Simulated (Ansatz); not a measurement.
Geometry relaxation of CH$_{4}$ClSi (charge −1)

System: CH$_{4}$ClSi, charge −1.
Method: RKS PBE0-D4/def2-TZVPD (Ansatz 0.2.0).

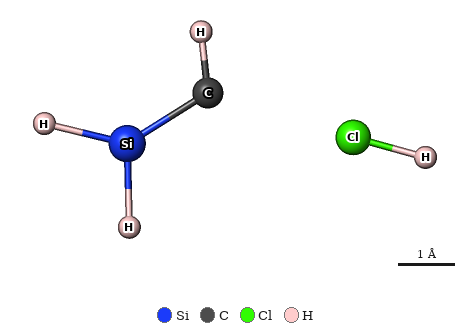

Figure 1. The input geometry (ball-and-stick view, seen on its broad side).

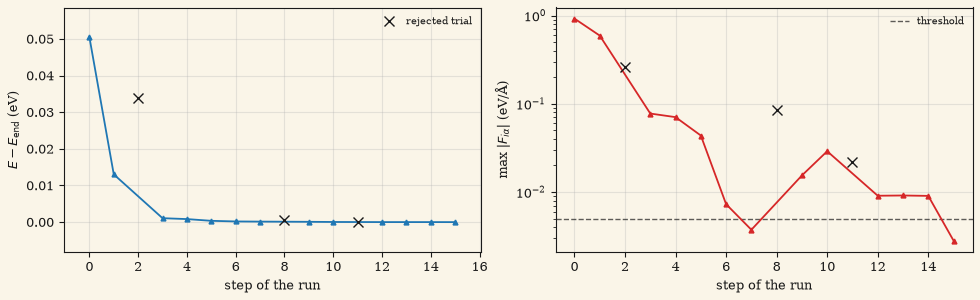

Figure 2. Progress of the relaxation, step by step (the first geometry is step 0 here and step 1 in the log).

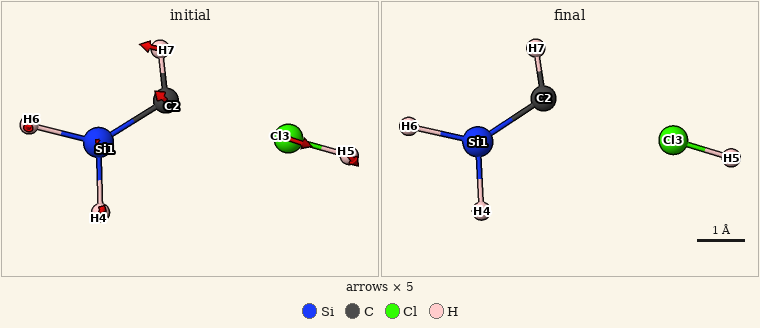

Figure 3. Before (left) and after (right) the relaxation, at one scale (ball-and-stick view, seen at a tilt). The red arrows give the displacements, magnified 5 times. The energy falls by 0.050 eV in 15 geometry steps. Largest force component: 0.92 eV/Å at the start, 0.0028 eV/Å at the end. The line search rejected the trial steps at points 2, 8, 11 (counted from 0) and went back. The largest move after the best rigid fit is that of Cl3, 0.11 Å. Largest moves by element: Cl 0.11 Å, H 0.10 Å, C 0.08 Å, Si 0.02 Å. Among the contacts that change: Cl3–H5 1.359 → 1.304 Å, Si1–H6 1.544 → 1.524 Å, Si1–C2 1.727 → 1.708 Å, Si1–H4 1.517 → 1.500 Å. (Atoms are counted from 1 in the order of the input.)

These pictures come from the run below.

**Input**
```yaml
crystal:
  periodic: [false, false, false]
  atoms:
    - {symbol: Si, position_ang: [-0.786081, 0.374093, -0.221798]}
    - {symbol: C, position_ang: [0.669349, -0.120982, 0.564980]}
    - {symbol: Cl, position_ang: [1.544609, -2.622084, 1.328227]}
    - {symbol: H, position_ang: [-1.809961, -0.651100, -0.670909]}
    - {symbol: H, position_ang: [1.999346, -3.837984, 1.730524]}
    - {symbol: H, position_ang: [-1.380454, 1.739979, -0.629327]}
    - {symbol: H, position_ang: [1.362957, 0.699369, 0.866390]}
basis:
  gaussian: {orbitals: def2-TZVPD}
total_charge: -1
hamiltonian: {xc: pbe0, dispersion: d4}
relax: {f_tol: 0.005, max_steps: 200}
```

Launch command:
```bash
ansatz run in.yaml --threads 2 --pin off --events-out ev --progress --plain --max-ram 4352MiB
```

**The program's output**
```
Functional definition: PBE0
  name "PBE0"
  cite "Adamo & Barone, J. Chem. Phys. 110, 6158 (1999) doi:10.1063/1.478522"
  cite "Perdew, Burke & Ernzerhof, Phys. Rev. Lett. 77, 3865 (1996) doi:10.1103/PhysRevLett.77.3865"
  parent pbe
  parameter a = 0.25
  parameter kappa = 0.804
  parameter beta = 0.06672455060314922
  exchange = (1 - a)*pbe_x(kappa = kappa, mu = beta*pi^2/3) + a*exact_x
  correlation = pbe_c(beta = beta)
982 factors; their error is unknown
mean field evaluation 1: about -21486.7893 eV, gradient 4.3e1 eV
mean field evaluation 2: about -21447.0278 eV, gradient 9.4e1 eV
mean field evaluation 4: about -21491.7911 eV, gradient 8.8e0 eV
mean field evaluation 8: about -21491.9938 eV, gradient 1.4e-1 eV
mean field evaluation 16: about -21492.0242 eV, gradient 8.0e-5 eV
mean field -21492.02418435 eV, -789.8173209575 hartree, gradient 2.4e-5 eV, S^2 0.000000; 0 other end points of the search recorded, 0 dependent functions left out
the calculation of the forces begins
reference -21492.02423008 eV, -789.8173226381 hartree; 21, 21 occupied and 141, 141 virtual orbitals, 982 factors
relax step   1: F+E_penalty+E_count = -21492.14893034 eV  Δ(F+E_penalty+E_count) = +0.000e0 eV  max|allowed force component| = 9.238e-1 eV/Å  Δτ_max = 0.0000 Å  (29 SCF iters, accepted)
these checks for a lower state are left out or cut short: starts, cluster_reference, orbital_swaps, neighbouring_geometries, increment
982 factors; their error is unknown
mean field -21492.06400701 eV, -789.8187844133 hartree, gradient 1.2e-5 eV, S^2 0.000000; 0 other end points of the search recorded, 0 dependent functions left out
[... from here on the field's lines of each further geometry are left out, up to the last ...]
relax step   2: F+E_penalty+E_count = -21492.18639504 eV  Δ(F+E_penalty+E_count) = -3.746e-2 eV  max|allowed force component| = 5.928e-1 eV/Å  Δτ_max = 0.0714 Å  (33 SCF iters, accepted)
relax step   3: F+E_penalty+E_count = -21492.16554898 eV  Δ(F+E_penalty+E_count) = +2.085e-2 eV  max|allowed force component| = 2.590e-1 eV/Å  Δτ_max = 0.1335 Å  (32 SCF iters, rejected (line search))
relax step   4: F+E_penalty+E_count = -21492.19835343 eV  Δ(F+E_penalty+E_count) = -1.196e-2 eV  max|allowed force component| = 7.756e-2 eV/Å  Δτ_max = 0.0668 Å  (33 SCF iters, accepted)
relax step   5: F+E_penalty+E_count = -21492.19859845 eV  Δ(F+E_penalty+E_count) = -2.450e-4 eV  max|allowed force component| = 7.062e-2 eV/Å  Δτ_max = 0.0159 Å  (33 SCF iters, accepted)
relax step   6: F+E_penalty+E_count = -21492.19907199 eV  Δ(F+E_penalty+E_count) = -4.735e-4 eV  max|allowed force component| = 4.370e-2 eV/Å  Δτ_max = 0.0180 Å  (33 SCF iters, accepted)
relax step   7: F+E_penalty+E_count = -21492.19924372 eV  Δ(F+E_penalty+E_count) = -1.717e-4 eV  max|allowed force component| = 7.284e-3 eV/Å  Δτ_max = 0.0116 Å  (35 SCF iters, accepted)
relax step   8: F+E_penalty+E_count = -21492.19928823 eV  Δ(F+E_penalty+E_count) = -4.451e-5 eV  max|allowed force component| = 3.738e-3 eV/Å  Δτ_max = 0.0081 Å  (34 SCF iters, accepted)
relax step   9: F+E_penalty+E_count = -21492.19880396 eV  Δ(F+E_penalty+E_count) = +4.843e-4 eV  max|allowed force component| = 8.531e-2 eV/Å  Δτ_max = 0.0725 Å  (33 SCF iters, rejected (line search))
relax step  10: F+E_penalty+E_count = -21492.19934356 eV  Δ(F+E_penalty+E_count) = -5.533e-5 eV  max|allowed force component| = 1.543e-2 eV/Å  Δτ_max = 0.0354 Å  (33 SCF iters, accepted)
relax step  11: F+E_penalty+E_count = -21492.19938853 eV  Δ(F+E_penalty+E_count) = -4.496e-5 eV  max|allowed force component| = 2.901e-2 eV/Å  Δτ_max = 0.0177 Å  (33 SCF iters, accepted)
relax step  12: F+E_penalty+E_count = -21492.19937224 eV  Δ(F+E_penalty+E_count) = +1.628e-5 eV  max|allowed force component| = 2.183e-2 eV/Å  Δτ_max = 0.0050 Å  (34 SCF iters, rejected (line search))
relax step  13: F+E_penalty+E_count = -21492.19941908 eV  Δ(F+E_penalty+E_count) = -3.055e-5 eV  max|allowed force component| = 9.084e-3 eV/Å  Δτ_max = 0.0025 Å  (25 SCF iters, accepted)
relax step  14: F+E_penalty+E_count = -21492.19941910 eV  Δ(F+E_penalty+E_count) = -2.095e-8 eV  max|allowed force component| = 9.142e-3 eV/Å  Δτ_max = 0.0002 Å  (20 SCF iters, accepted)
relax step  15: F+E_penalty+E_count = -21492.19941917 eV  Δ(F+E_penalty+E_count) = -7.209e-8 eV  max|allowed force component| = 9.049e-3 eV/Å  Δτ_max = 0.0001 Å  (20 SCF iters, accepted)
the calculation of the forces begins
reference -21492.07825184 eV, -789.8193079012 hartree; 21, 21 occupied and 141, 141 virtual orbitals, 982 factors
relax step  16: F+E_penalty+E_count = -21492.19942691 eV  Δ(F+E_penalty+E_count) = -7.741e-6 eV  max|allowed force component| = 2.816e-3 eV/Å  Δτ_max = 0.0062 Å  (34 SCF iters, accepted)
982 factors; their error is unknown
mean field evaluation 128: about -21492.0781 eV, gradient 2.0e-1 eV
mean field -21492.07820543 eV, -789.8193061958 hartree, gradient 3.4e-5 eV, S^2 0.000000; 1 other end points of the search recorded, 0 dependent functions left out
the calculation of the forces begins
reference -21492.07825184 eV, -789.8193079012 hartree; 21, 21 occupied and 141, 141 virtual orbitals, 982 factors
Total energy: -21492.19947332 eV, -789.8237627085 hartree
Atom 0 at    -0.786704     0.394592    -0.220711 Å, force     0.002816    -0.001048     0.001614 eV/Å
Atom 1 at     0.650905    -0.049742     0.586995 Å, force    -0.000973    -0.002055    -0.000130 eV/Å
Atom 2 at     1.576650    -2.724168     1.360337 Å, force     0.000074     0.000711    -0.000799 eV/Å
Atom 3 at    -1.790410    -0.641234    -0.631924 Å, force    -0.000523     0.000129    -0.000377 eV/Å
Atom 4 at     2.005845    -3.904277     1.710476 Å, force    -0.000130    -0.000851     0.000618 eV/Å
Atom 5 at    -1.377364     1.721330    -0.682311 Å, force    -0.001626     0.001297    -0.000872 eV/Å
Atom 6 at     1.320842     0.784791     0.845226 Å, force     0.000362     0.001818    -0.000053 eV/Å
Dipole moment:     0.286071    -0.745573     0.228584 e Å
```

**Trajectory as extended XYZ (Å, eV, eV/Å), 16 frames, from step=1 to step=16**
```
7
Properties=species:S:1:pos:R:3:forces:R:3 step=1 energy=-21492.14893
Si   -0.7861    0.3741   -0.2218    0.2081  -0.0668   0.1150
C     0.6693   -0.1210    0.5650   -0.2472   0.5166  -0.1586
Cl    1.5446   -2.6221    1.3282    0.3412  -0.9238   0.3094
H    -1.8100   -0.6511   -0.6709    0.2113   0.1968   0.0894
H     1.9993   -3.8380    1.7305   -0.3202   0.8624  -0.2894
H    -1.3805    1.7400   -0.6293    0.1270  -0.2770   0.0864
H     1.3630    0.6994    0.8664   -0.3201  -0.3082  -0.1522
7
Properties=species:S:1:pos:R:3:forces:R:3 step=2 energy=-21492.18640
Si   -0.7936    0.3933   -0.2277    0.1495  -0.0634   0.0890
C     0.6488   -0.0944    0.5633   -0.1115   0.1758  -0.1073
Cl    1.5684   -2.6830    1.3569    0.2296  -0.5928   0.1826
H    -1.8032   -0.6270   -0.6731    0.0293   0.0519   0.0258
H     2.0246   -3.8779    1.7403   -0.2254   0.5833  -0.1833
H    -1.3812    1.7443   -0.6314    0.0323  -0.0642   0.0089
H     1.3360    0.7259    0.8399   -0.1038  -0.0905  -0.0158
7
Properties=species:S:1:pos:R:3:forces:R:3 step=3 energy=-21492.16555 accepted=F
Si   -0.7973    0.3993   -0.2215    0.0515  -0.0269  -0.0147
C     0.6725   -0.0815    0.4978    0.0488   0.0576   0.2168
Cl    1.6527   -2.7363    1.2681   -0.0840  -0.1302   0.2590
H    -1.8042   -0.6133   -0.6564   -0.0513  -0.0825  -0.1284
H     1.9716   -3.8780    1.8248    0.0484   0.1162  -0.1900
H    -1.3815    1.7382   -0.6235   -0.0911   0.1190   0.0396
H     1.2860    0.7530    0.8788    0.0777  -0.0532  -0.1823
7
Properties=species:S:1:pos:R:3:forces:R:3 step=4 energy=-21492.19835
Si   -0.8054    0.4033   -0.2342   -0.0167   0.0605  -0.0121
C     0.6290   -0.0846    0.5505    0.0398  -0.0448   0.0233
Cl    1.6058   -2.7349    1.3761   -0.0402   0.0776  -0.0290
H    -1.8331   -0.5956   -0.6841    0.0414   0.0157   0.0205
H     2.0555   -3.8936    1.7579    0.0350  -0.0766   0.0263
H    -1.3693    1.7615   -0.6383   -0.0148  -0.0231  -0.0073
H     1.3173    0.7251    0.8402   -0.0444  -0.0094  -0.0216
7
Properties=species:S:1:pos:R:3:forces:R:3 step=5 energy=-21492.19860
Si   -0.8040    0.4157   -0.2346   -0.0566  -0.0296  -0.0251
C     0.6250   -0.0901    0.5497    0.0463   0.0203   0.0207
Cl    1.6082   -2.7383    1.3773   -0.0417   0.0706  -0.0281
H    -1.8249   -0.5919   -0.6797    0.0120   0.0279   0.0042
H     2.0600   -3.8956    1.7603    0.0349  -0.0700   0.0249
H    -1.3820    1.7666   -0.6465    0.0217  -0.0149   0.0109
H     1.3176    0.7149    0.8416   -0.0166  -0.0043  -0.0075
7
Properties=species:S:1:pos:R:3:forces:R:3 step=6 energy=-21492.19907
Si   -0.8012    0.4068   -0.2318   -0.0175  -0.0006  -0.0080
C     0.6312   -0.0894    0.5573   -0.0437  -0.0142  -0.0209
Cl    1.6037   -2.7356    1.3757   -0.0019  -0.0067  -0.0001
H    -1.8292   -0.5921   -0.6776    0.0214  -0.0011   0.0112
H     2.0572   -3.8977    1.7546   -0.0011   0.0074  -0.0019
H    -1.3713    1.7590   -0.6477    0.0164  -0.0089   0.0083
H     1.3093    0.7303    0.8376    0.0265   0.0241   0.0115
7
Properties=species:S:1:pos:R:3:forces:R:3 step=7 energy=-21492.19924
Si   -0.8015    0.4062   -0.2314    0.0073  -0.0046   0.0047
C     0.6302   -0.0850    0.5604   -0.0046  -0.0005  -0.0020
Cl    1.5993   -2.7339    1.3732   -0.0016  -0.0017  -0.0006
H    -1.8238   -0.5997   -0.6707   -0.0004   0.0017  -0.0002
H     2.0531   -3.8967    1.7493   -0.0008   0.0029  -0.0011
H    -1.3688    1.7564   -0.6521   -0.0030  -0.0006  -0.0022
H     1.3112    0.7339    0.8394    0.0031   0.0029   0.0014
7
Properties=species:S:1:pos:R:3:forces:R:3 step=8 energy=-21492.19929
Si   -0.7994    0.4045   -0.2298   -0.0022   0.0004  -0.0009
C     0.6326   -0.0810    0.5642    0.0037   0.0002   0.0022
Cl    1.5957   -2.7320    1.3710    0.0006  -0.0032   0.0008
H    -1.8200   -0.6046   -0.6656    0.0004  -0.0004   0.0004
H     2.0477   -3.8966    1.7442   -0.0021   0.0037  -0.0019
H    -1.3698    1.7517   -0.6567   -0.0007  -0.0008  -0.0008
H     1.3130    0.7393    0.8408    0.0002   0.0000   0.0001
7
Properties=species:S:1:pos:R:3:forces:R:3 step=9 energy=-21492.19880 accepted=F
Si   -0.7856    0.3906   -0.2189   -0.0162   0.0300  -0.0127
C     0.6499   -0.0482    0.5939    0.0419   0.0165   0.0200
Cl    1.5839   -2.7106    1.3648   -0.0036  -0.0853   0.0011
H    -1.7912   -0.6451   -0.6259    0.0053  -0.0049   0.0042
H     1.9935   -3.9065    1.6971   -0.0054   0.0777  -0.0067
H    -1.3745    1.7158   -0.6914    0.0073  -0.0141   0.0055
H     1.3238    0.7855    0.8485   -0.0292  -0.0199  -0.0115
7
Properties=species:S:1:pos:R:3:forces:R:3 step=10 energy=-21492.19934
Si   -0.7912    0.3983   -0.2237   -0.0116   0.0081  -0.0072
C     0.6431   -0.0624    0.5802    0.0064   0.0032   0.0020
Cl    1.5799   -2.7274    1.3615    0.0153  -0.0145   0.0110
H    -1.8028   -0.6266   -0.6437    0.0036  -0.0002   0.0022
H     2.0254   -3.8988    1.7240   -0.0128   0.0154  -0.0093
H    -1.3738    1.7329   -0.6753    0.0050  -0.0063   0.0033
H     1.3193    0.7654    0.8451   -0.0058  -0.0059  -0.0019
7
Properties=species:S:1:pos:R:3:forces:R:3 step=11 energy=-21492.19939
Si   -0.7882    0.3953   -0.2219   -0.0063   0.0080  -0.0034
C     0.6475   -0.0545    0.5855    0.0096   0.0032   0.0074
Cl    1.5794   -2.7226    1.3605    0.0082  -0.0290   0.0087
H    -1.7959   -0.6362   -0.6344    0.0026  -0.0009  -0.0004
H     2.0114   -3.9024    1.7136   -0.0092   0.0283  -0.0086
H    -1.3750    1.7248   -0.6821    0.0018  -0.0040   0.0022
H     1.3206    0.7769    0.8469   -0.0068  -0.0056  -0.0058
7
Properties=species:S:1:pos:R:3:forces:R:3 step=12 energy=-21492.19937 accepted=F
Si   -0.7883    0.3955   -0.2210   -0.0035   0.0031  -0.0033
C     0.6478   -0.0538    0.5863    0.0073   0.0017   0.0013
Cl    1.5765   -2.7225    1.3646    0.0106  -0.0218  -0.0023
H    -1.7939   -0.6373   -0.6355   -0.0002   0.0006   0.0031
H     2.0119   -3.9027    1.7105   -0.0097   0.0208  -0.0004
H    -1.3760    1.7244   -0.6813    0.0022  -0.0025  -0.0001
H     1.3218    0.7777    0.8446   -0.0067  -0.0018   0.0017
7
Properties=species:S:1:pos:R:3:forces:R:3 step=13 energy=-21492.19942
Si   -0.7880    0.3954   -0.2215   -0.0011   0.0024  -0.0011
C     0.6486   -0.0535    0.5853    0.0024   0.0002   0.0021
Cl    1.5787   -2.7239    1.3609    0.0025  -0.0091   0.0026
H    -1.7942   -0.6372   -0.6348    0.0009  -0.0003   0.0000
H     2.0103   -3.9029    1.7135   -0.0029   0.0085  -0.0026
H    -1.3760    1.7244   -0.6810    0.0003  -0.0012   0.0008
H     1.3204    0.7790    0.8456   -0.0021  -0.0006  -0.0018
7
Properties=species:S:1:pos:R:3:forces:R:3 step=14 energy=-21492.19942
Si   -0.7879    0.3954   -0.2216   -0.0014   0.0025  -0.0007
C     0.6485   -0.0535    0.5854    0.0026   0.0002   0.0019
Cl    1.5787   -2.7239    1.3609    0.0026  -0.0091   0.0026
H    -1.7942   -0.6372   -0.6348    0.0009  -0.0003   0.0000
H     2.0103   -3.9029    1.7135   -0.0029   0.0086  -0.0026
H    -1.3760    1.7243   -0.6810    0.0003  -0.0012   0.0006
H     1.3204    0.7790    0.8456   -0.0021  -0.0007  -0.0018
7
Properties=species:S:1:pos:R:3:forces:R:3 step=15 energy=-21492.19942
Si   -0.7880    0.3954   -0.2216   -0.0018   0.0026  -0.0009
C     0.6485   -0.0534    0.5854    0.0033   0.0001   0.0022
Cl    1.5787   -2.7240    1.3609    0.0025  -0.0090   0.0026
H    -1.7942   -0.6372   -0.6347    0.0008  -0.0003  -0.0001
H     2.0103   -3.9030    1.7135   -0.0029   0.0085  -0.0026
H    -1.3761    1.7244   -0.6810    0.0003  -0.0012   0.0006
H     1.3204    0.7791    0.8456   -0.0022  -0.0008  -0.0018
7
Properties=species:S:1:pos:R:3:forces:R:3 step=16 energy=-21492.19943
Si   -0.7867    0.3946   -0.2207    0.0028  -0.0010   0.0016
C     0.6509   -0.0497    0.5870   -0.0010  -0.0021  -0.0001
Cl    1.5767   -2.7242    1.3603    0.0001   0.0007  -0.0008
H    -1.7904   -0.6412   -0.6319   -0.0005   0.0001  -0.0004
H     2.0058   -3.9043    1.7105   -0.0001  -0.0009   0.0006
H    -1.3774    1.7213   -0.6823   -0.0016   0.0013  -0.0009
H     1.3208    0.7848    0.8452    0.0004   0.0018  -0.0001
```

**Results in brief**

| quantity | value |
| --- | --- |
| outcome | converged |
| total energy | −21492.1995 eV |
| mean-field energy | −21492.0783 eV |
| dispersion energy | −0.1212 eV |
| SCF solution under orbital rotations | stable |
| largest force (length of the vector) at the end | 0.003 eV/Å |
| hardware | 2 threads of Arm Neoverse V1, 23 GiB of memory available, shared host |
| wall time | 54 s (CPU time 1.7 min) |
| peak memory | 0.33 GiB |
